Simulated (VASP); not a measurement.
Band structure of MgH₂ (rutile). These are vdW-DF-cx, VASP's PBE PAW potentials (set 64) (plane waves; VASP 6.6.1) values and carry that method's errors.

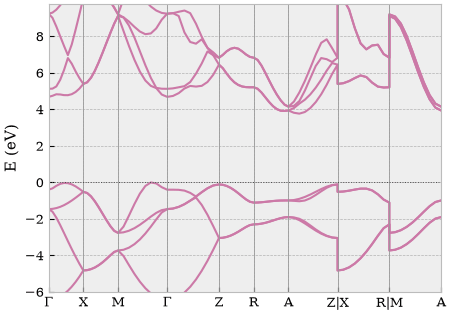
Fig. 1. Bands along high-symmetry lines, zero at the valence-band maximum or, without a gap, the Fermi level

Question: Read the plot: is there a gap, and where are the band edges?

Answer: The gap is indirect, 3.77 eV, from the valence maximum at M-Γ at 0.67 to the conduction minimum at A-Z at 0.22. (Edges off the drawn lines would not show.)

The compound is MgH2 in the rutile structure. It was relaxed first.
